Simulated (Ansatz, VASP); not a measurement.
# ErAs: VASP beside Ansatz

One calculation is typed for both programs; each brings its own data sets. How far apart do they land? The cell is taken from a series of VASP runs on this material, whose earlier steps may have relaxed, scaled or displaced it; both programs get it as it stands. Other levels of theory on this material are compared in a session of their own. Valence electrons are named where the data sets of a main pair hold unlike numbers.

Main program and level: Ansatz 0.2.0; plane waves, with VASP 6.6.1 beside it; band structure at PBEsol, DFT+U.

In doubt: a part-filled 4f shell, where there is one, can sit in one of many states, so energies may not be the lowest and differences between runs may mislead; derivatives with an open 4f shell can jump between states, which bears on forces and vibrations.

### Step 1. Starting point

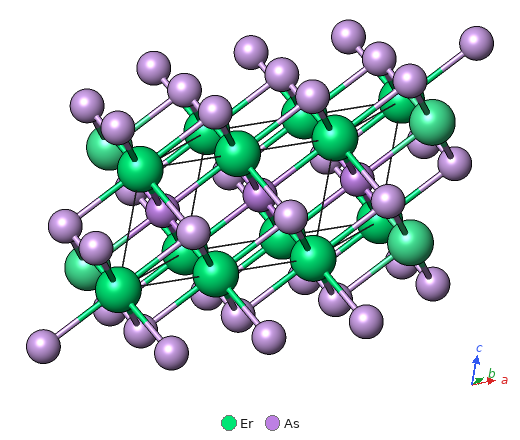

Start, viewed slightly off an axis; erbium green, arsenic purple. Some periodic images of atoms are drawn too.

### Step 2. Ansatz: band structure, PBEsol, DFT+U

Ansatz runs on its default PAW (the set named soft_2) files.

With cell and atoms fixed, the geometry can't cause a difference; cores, projectors, grids and the points listed under the comparison can.

input.yaml

```yaml
crystal:
  lattice:
    - [0.0, 5.7437327716, 5.8162399485]
    - [2.8718663859, 2.8718663859, 5.8162399485]
    - [2.8718663859, 2.8718663859, 0.0]
  atoms:
    - { symbol: Er, position: [0.0, 0.0, 0.0], spin: 2.898 }
    - { symbol: Er, position: [0.5, 0.0, 0.0], spin: -2.898 }
    - { symbol: As, position: [0.0, 0.5, 0.5], spin: 0.002 }
    - { symbol: As, position: [0.5, 0.5, 0.5], spin: -0.002 }
hamiltonian:
  xc: pbesol
  pseudopotentials: { kind: paw }
  hubbard: { sites: [{ species: Er, l: f, u_eff: 5.0 }] }
magnetization:
  spin_polarized: true
kpoints:
  mp_grid: { grid: [6, 6, 6] }
  band_path:
    path:
      - [0.0, 0.0, 0.0]
      - [-0.13333, 0.0, 0.0]
      - [-0.3, 0.0, 0.0]
      - [-0.46667, 0.0, 0.0]
      - [-0.4, 0.1, 0.1]
      - [-0.23333, 0.26667, 0.26667]
      - [-0.06667, 0.43333, 0.43333]
      - [0.0, 0.43333, 0.43333]
      - [0.0, 0.26667, 0.26667]
      - [0.0, 0.1, 0.1]
      - [-0.03333, -0.03333, 0.0]
      - [-0.2, -0.2, 0.0]
      - [-0.36667, -0.36667, 0.0]
      - [-0.5, -0.5, 0.0]
      - [-0.66667, -0.5, 0.0]
      - [-0.8, -0.5, 0.0]
      - [-0.96667, -0.5, 0.0]
      - [-0.9, -0.4, 0.1]
      - [-0.73333, -0.23333, 0.26667]
      - [-0.56667, -0.06667, 0.43333]
      - [-0.5, -0.06667, 0.43333]
      - [-0.5, -0.23333, 0.26667]
      - [-0.5, -0.4, 0.1]
      - [-0.53333, -0.03333, 0.0]
      - [-0.7, -0.2, 0.0]
      - [-0.86667, -0.36667, 0.0]
      - [0.0, 0.5, 0.5]
      - [-0.16667, 0.33333, 0.5]
      - [-0.33333, 0.16667, 0.5]
      - [-0.5, 0.0, 0.5]
    npoints: 1
scf:
  occupations: { method: gaussian, width: 0.05 }
  n_extra_bands: 12
output:
  forces: true
  stress: true
  eigenvalues: true
```

On the command line:

```sh
$ ansatz run input.yaml --threads 2 --pin off --max-ram 4608MiB --backend cpu --events-out ev --progress --plain --runs-dir out
```

Numbers of over 12 decimals in the logs are rounded to 6 here.

What it wrote:

```text
basis.fft_grid_basis auto: the FFT boxes are laid along the combinations [[1, -1, 0], [0, 1, -1], [0, 0, 1]] of the cell's own vectors, 4.061, 5.816 and 4.061 Å long. The dense box has 30×40×30 points. Along the cell's own vectors, as sized, it would have 60×48×30, 2.40 times as many. basis.fft_grid_basis: typed keeps the cell's own vectors: state it where this run's energies or levels are differenced outside the engine with another run's, or held beside a run that keeps those vectors.
Er: projections on atomic orbitals take those of the free atom [Kr 4d10] 4f12 5s2 5p6 5d0 6s2, of charge +0.00 (hamiltonian.pseudopotentials.projection_atoms); the dataset's partial waves leave at most 1.3e-4 of an orbital's norm unspanned inside its sphere
As: projections on atomic orbitals take those of the free atom [Ar] 3d10 4s2 4p3, of charge +0.00 (hamiltonian.pseudopotentials.projection_atoms); the dataset's partial waves leave at most 1.7e-6 of an orbital's norm unspanned inside its sphere
scf.n_extra_bands = 12 over 37 filled bands (N_el = 74.0): the run solves 49 bands
Engine: ansatz 0.2.0, aarch64-unknown-linux-gnu
Pseudopotentials: kind: paw
Pseudopotential: Er, paw, valence charge 22, recommended cutoff 420 eV (normal), Er.paw.azcp
Pseudopotential: As, paw, valence charge 15, recommended cutoff 420 eV (normal), As.paw.azcp
Functional definition: PBEsol
  exchange = pbesol_x
  correlation = pbesol_c
Crystal: 4 atoms, lattice volume = 95.940 Å³
Basis set: ecut = 420 eV, 1875 PW (Γ), FFT grids on a1−a2, a2−a3, a3, exchange–correlation on 60×80×60 points (8 copies of the dense FFT grid, shifted against one another)
Bands: 49, of which v1, the nominal top of the filled ones, is band 37 counted from 1 (36 counted from 0)
Symmetry: 16 space group operations
Space group: P4/mmm (ITA 123), of the structure as read, at distance tolerance 4.6e-5 Å
Magnetic group: BNS 123.350 (UNI 1010), of the structure as read, at distance tolerance 4.6e-5 Å
k-points: 40 of 216
Non-local potential: Er, projectors of the file, l = 0: 3, l = 1: 2, l = 2: 2, l = 3: 3
Non-local potential: As, projectors of the file, l = 0: 2, l = 1: 2, l = 2: 3, l = 3: 1
PAW form: soft (Blöchl's): semilocal exchange-correlation on the pseudo side does not see the compensation charge
PAW frozen core: Er, regenerated for the run's functional, and the local potential with it (the file was generated under x = pbe(κ = 0.804, μ = 0.219515), c = pbe(β = 0.066725))
PAW frozen core: As, regenerated for the run's functional, and the local potential with it (the file was generated under x = pbe(κ = 0.804, μ = 0.219515), c = pbe(β = 0.066725))
PAW one-centre angular grid: Er, 590 points (default); XC on 64 Gauss nodes
PAW one-centre angular grid: As, 590 points (default); XC on 64 Gauss nodes
Initial density: superposition of atomic densities (chi_scale 0.1, normalization cell, long waves kept (reshape's long-wave potential 0.00 eV rms))
Starting moments: Σ|m| = 0.004 μB on 2 of 4 sites
Starting magnetic order: antiferromagnet; a translation exchanges its spin sublattices: spin-degenerate at every k-point
Initial wavefunctions: pseudopotential atomic-orbital guess
Functional: x = pbesol(κ = 0.804, μ = 0.123457), c = pbesol(β = 0.046)
SCF iter   1: F=—  HF=-33576.541763 eV  |F-HF|=—  |Δ(HF+E_count)|=         —  Δρ=3.28e-2 (↑3.28e-2 ↓3.28e-2)  dr2=1.62e0  dr2_m=5.10e-1  M=0.000 μB ∫|m|=5.678 μB  β_m=0.30  ethr=3.10e-3  ⟨swp⟩=5.2  Hψ=13220  notcnv=0  defer=32
preconditioner: auto → Kerker (q_TF=auto, 2.613 Å⁻¹)  [metal: Δε(μ)=0.035 eV  Ē_g=18.907 eV  σ=0.050 eV  W_gap=0.36  n_scr=28 (ndim 8)  ℏωp=31.7 eV  f_vac=0.000  D(μ)=1.85/eV (n_scr^D=6)]
spin=Collinear: Kerker preconditioning applied to the charge; magnetization (m = ρ↑ − ρ↓) channel mixes plain (no charge-response kernel on spin).
SCF iter   2: F=—  HF=-33576.563027 eV  |F-HF|=—  |Δ(HF+E_count)|=   2.13e-2  Δρ=2.51e-2 (↑2.51e-2 ↓2.50e-2)  dr2=8.12e-1  dr2_m=3.12e-1  M=-0.001 μB ∫|m|=5.714 μB  β_m=0.65  ethr=2.19e-3  ⟨swp⟩=2.5  Hψ=6313  notcnv=0
SCF iter   3: F=—  HF=-33577.112124 eV  |F-HF|=—  |Δ(HF+E_count)|=   5.49e-1  Δρ=1.82e-2 (↑1.79e-2 ↓1.82e-2)  dr2=7.04e-1  dr2_m=9.05e-2  M=-0.000 μB ∫|m|=6.074 μB  β_m=0.63  ethr=1.10e-3  ⟨swp⟩=3.0  Hψ=8079  notcnv=0
SCF iter   4: F=—  HF=-33577.163850 eV  |F-HF|=—  |Δ(HF+E_count)|=   5.17e-2  Δρ=6.13e-3 (↑6.00e-3 ↓6.13e-3)  dr2=1.32e-1  dr2_m=1.24e-2  M=-0.000 μB ∫|m|=6.089 μB  β_m=0.81  ethr=9.51e-4  ⟨swp⟩=2.4  Hψ=7508  notcnv=0
SCF iter   5: F=—  HF=-33577.123186 eV  |F-HF|=—  |Δ(HF+E_count)|=   4.07e-2  Δρ=2.52e-3 (↑2.52e-3 ↓2.49e-3)  dr2=1.94e-2  dr2_m=2.06e-3  M=-0.000 μB ∫|m|=6.102 μB  β_m=0.69  ethr=1.78e-4  ⟨swp⟩=3.0  Hψ=9048  notcnv=0
SCF iter   6: F=—  HF=-33577.139112 eV  |F-HF|=—  |Δ(HF+E_count)|=   1.59e-2  Δρ=1.17e-3 (↑1.17e-3 ↓1.16e-3)  dr2=2.43e-3  dr2_m=2.61e-4  M=-0.000 μB ∫|m|=6.069 μB  β_m=0.84  ethr=2.62e-5  ⟨swp⟩=2.5  Hψ=7907  notcnv=0
SCF iter   7: F=—  HF=-33577.151941 eV  |F-HF|=—  |Δ(HF+E_count)|=   1.28e-2  Δρ=5.55e-4 (↑5.10e-4 ↓5.55e-4)  dr2=3.57e-4  dr2_m=1.25e-4  M=-0.000 μB ∫|m|=6.032 μB  β_m=0.92  ethr=3.28e-6  ⟨swp⟩=2.1  Hψ=7792  notcnv=0
SCF iter   8: F=—  HF=-33577.152596 eV  |F-HF|=—  |Δ(HF+E_count)|=   6.56e-4  Δρ=1.52e-4 (↑1.27e-4 ↓1.52e-4)  dr2=5.82e-5  dr2_m=1.04e-6  M=0.000 μB ∫|m|=6.025 μB  β_m=0.93  ethr=4.82e-7  ⟨swp⟩=2.4  Hψ=7333  notcnv=0
Symmetry: 4 space group operations
k-points: 80 of 216
Initial density: handed on by an earlier stage of this run
Starting moments: Σ|m| = 0.004 μB on 2 of 4 sites; this step starts from the density that it was given
SCF iter   1: F=—  HF=-33577.169535 eV  |F-HF|=—  |Δ(HF+E_count)|=         —  Δρ=1.31e-2 (↑1.31e-2 ↓1.31e-2)  dr2=3.55e-2  dr2_m=7.56e-2  M=0.000 μB ∫|m|=6.001 μB  ethr=1.35e-6  ⟨swp⟩=7.5  Hψ=45218  notcnv=0  defer=344
iteration 1: the SCF starts in the orbital order of the open f shells that the search before it chose, by its bands or by converging an SCF in each of two, with that order's moments; the next order that was found lies 0.2 meV higher
preconditioner: auto → Resta (q_TF=auto, 2.613 Å⁻¹)  ε∞=5.0  [insulator: Δε(μ)=0.055 eV  Ē_g=13.435 eV  σ=0.050 eV  W_gap=0.56  n_scr=28 (ndim 8)  ℏωp=26.8 eV  f_vac=0.000  D(μ)=0.88/eV (n_scr^D=2)  ε∞_Penn≈5.0]
spin=Collinear: Resta preconditioning applied to the charge; magnetization (m = ρ↑ − ρ↓) channel mixes plain (no charge-response kernel on spin).
SCF iter   2: F=—  HF=-33577.184423 eV  |F-HF|=—  |Δ(HF+E_count)|=   1.49e-2  Δρ=1.74e-3 (↑1.74e-3 ↓1.52e-3)  dr2=1.15e-2  dr2_m=3.90e-5  M=-0.000 μB ∫|m|=6.015 μB  β_m=0.30  ethr=1.35e-6  ⟨swp⟩=3.7  Hψ=23126  notcnv=0
SCF iter   3: F=—  HF=-33577.179065 eV  |F-HF|=—  |Δ(HF+E_count)|=   5.36e-3  Δρ=5.01e-4 (↑5.01e-4 ↓4.74e-4)  dr2=1.42e-3  dr2_m=1.62e-5  M=-0.000 μB ∫|m|=6.010 μB  β_m=0.33  ethr=1.35e-6  ⟨swp⟩=3.0  Hψ=17500  notcnv=0  defer=35
SCF iter   4: F=—  HF=-33577.178750 eV  |F-HF|=—  |Δ(HF+E_count)|=   3.15e-4  Δρ=2.74e-4 (↑2.74e-4 ↓2.64e-4)  dr2=4.19e-4  dr2_m=8.76e-6  M=-0.000 μB ∫|m|=6.010 μB  β_m=0.54  ethr=1.35e-6  ⟨swp⟩=2.0  Hψ=8443  notcnv=0  defer=177
SCF iter   5: F=—  HF=-33577.178621 eV  |F-HF|=—  |Δ(HF+E_count)|=         —  Δρ=7.93e-5 (↑7.93e-5 ↓6.51e-5)  dr2=9.58e-6  dr2_m=1.47e-6  M=-0.000 μB ∫|m|=6.011 μB  β_m=0.54  ethr=5.66e-7  ⟨swp⟩=2.0  Hψ=13708  notcnv=0  defer=427
Mixer restart at iter 5: flushing history
SCF iter   6: F=—  HF=-33577.178630 eV  |F-HF|=—  |Δ(HF+E_count)|=   8.95e-6  Δρ=6.03e-5 (↑6.03e-5 ↓5.16e-5)  dr2=5.09e-6  dr2_m=1.09e-6  M=-0.000 μB ∫|m|=6.010 μB  β_m=0.65  ethr=1.29e-8  ⟨swp⟩=2.0  Hψ=13393  notcnv=0  defer=431
SCF iter   7: F=—  HF=-33577.178635 eV  |F-HF|=—  |Δ(HF+E_count)|=   5.18e-6  Δρ=4.25e-5 (↑4.25e-5 ↓1.70e-5)  dr2=2.32e-6  dr2_m=3.29e-7  M=0.000 μB ∫|m|=6.009 μB  β_m=0.75  ethr=6.88e-9  ⟨swp⟩=2.0  Hψ=13781  notcnv=0  defer=439
SCF iter   8: F=—  HF=-33577.178633 eV  |F-HF|=—  |Δ(HF+E_count)|=   1.30e-6  Δρ=2.09e-5 (↑1.47e-5 ↓2.09e-5)  dr2=8.80e-7  dr2_m=3.05e-8  M=-0.000 μB ∫|m|=6.009 μB  β_m=0.65  ethr=3.14e-9  ⟨swp⟩=2.9  Hψ=14404  notcnv=0  defer=418
SCF iter   9: F=—  HF=-33577.178633 eV  |F-HF|=—  |Δ(HF+E_count)|=   6.88e-7  Δρ=7.51e-6 (↑4.78e-6 ↓7.51e-6)  dr2=8.67e-8  dr2_m=6.18e-9  M=0.000 μB ∫|m|=6.009 μB  β_m=0.70  ethr=1.19e-9  ⟨swp⟩=2.0  Hψ=13325  notcnv=0  defer=421
SCF iter  10: F=-33577.178633 eV  HF=-33577.178633 eV  |F-HF|=4.07e-8  |Δ(HF+E_count)|=   6.74e-8  Δρ=4.66e-6 (↑1.41e-6 ↓4.66e-6)  dr2=2.73e-8  dr2_m=4.26e-9  M=0.000 μB ∫|m|=6.009 μB  ethr=1.17e-10  ⟨swp⟩=7.0  Hψ=41636  notcnv=0
SCF 1 converged in 10 iterations: F = -33577.178633 eV  dr2 = 2.73e-8
  greatest PAW one-centre occupation: 0.999 electrons in one spin orbital (limit 2), on the As atom at site 3 (counted from 0), in its partial waves of l = 2
NSCF: frozen V_eff on 30 k-points
SCF converged after 18 iterations (8 of them in the search for the orbital order of the open f shells)
Magnetization: 0.0000 μB (37.0000 up, 37.0000 down)
Absolute magnetization: 6.0018 μB (∫|ρ↑−ρ↓|, with the PAW one-centre terms)
Spin contamination: 3.0005 ħ² per cell (⟨S²⟩ above its minimum at these occupations)
Per-site moments (μB) at R_I (Å): [(2.967617, 1.184645), (-2.967636, 1.184645), (0.00577454, 1.184645), (-0.0057631, 1.184645)]
Free energy (F): -33577.178633 eV
Harris-Foulkes:  -33577.178633 eV  (|F-HF|=4.07e-8)
Internal energy: -33577.177853 eV  (E = F + TS)
E sigma→0 (E₀):  -33577.178243 eV
Entropy (-TS):   -0.000780 eV (-0.195 meV/atom)
Fermi energy:    12.381434 eV
--- Per-component energies (eV) ---
  E_band       = -475.314004
  E_kinetic    = 984.097880
  E_local      = -11960.851010  (includes V_loc(G=0)·N_el)
  E_nonlocal   = -44.467923
  E_hartree    = 5493.959460
  E_xc         = -557.082472
  E_vxc        = -629.182806  (∫ρ·V_xc dr)
  E_hubbard    = 0.479517  (on-site DFT+U / exact-exchange correction)
  E_vhub       = -54.245971  (the Hubbard potential's part of the band-sum identity)
  E_paw        = -17586.623192  (= ΣΔE_a)
  E_vpaw       = 241.427102  (= ΣTr[D̂ρ^β])
  E_aug_tail   = 0.000018  (compensation charges beyond the density's cutoff)
  E_ewald      = -9910.560404
  E_core_change = 3.870274  (= ΣΔE_core)
  E_smearing   = -0.000780  (= −TS)
  E_closure    = -0.000000  (closes the sum)
  Σ components = -33577.178633   (vs F -33577.178633, Δ=0.00e0)
--- Forces (eV/Å), atoms counted from 1 ---
  atom   1  Er     0.00000000     0.00000000     0.00000000
  atom   2  Er     0.00000000     0.00000000     0.00000000
  atom   3  As    -0.00000000     0.00000000     0.00000000
  atom   4  As     0.00000000     0.00000000     0.00000000
  max |Σ_I F_I| component: 6.31e-30 eV/Å
--- Stress (GPa, compression-positive) ---
       -2.716816       0.105962      -0.000081
        0.105962      -2.716816      -0.000081
       -0.000064      -0.000064      -4.721171
  P = ⅓ Tr σ = -3.3849 GPa (-33.849 kbar)
--- Band table (eV; the first three rows and the last of 160) ---
  k-point 0 ↑: bands = [... 33 lower, 11.8801, 12.0460, 12.4107, 12.5986, 12.6981, 13.3205, 13.4657, 13.4674, ... 8 higher]
  k-point 1 ↑: bands = [... 33 lower, 10.9967, 11.3854, 11.8832, 11.8958, 12.7869, 12.8120, 12.8910, 13.3261, ... 8 higher]
  k-point 2 ↑: bands = [... 33 lower, 10.3119, 10.7487, 10.8521, 10.8627, 12.7259, 12.7849, 12.8080, 14.9466, ... 8 higher]
  k-point 79 ↓: bands = [... 33 lower, 10.4170, 10.4248, 10.6279, 10.6954, 12.7122, 12.7670, 12.8166, 15.4665, ... 8 higher]
Occupation matrices written to <dir>
```

Run time: 2.5 min. Hardware: 2 threads of Arm Neoverse N1, shared host; peak memory 0.87 GiB.

(Part 1 of 2 ends here.)

[Lines on the potential files, build, host, timing and source positions are cut from VASP's logs without a mark.]

[Logs are printed without paths, hosts, clocks, repeated set-up lines and the standing remarks that a program may print on its own settings, such as how far it seeks lower states.]

[Hosts, paths, dates, database ids (printed as entryN), source tags and the programs' standing remarks are cut or masked in the printed files.]
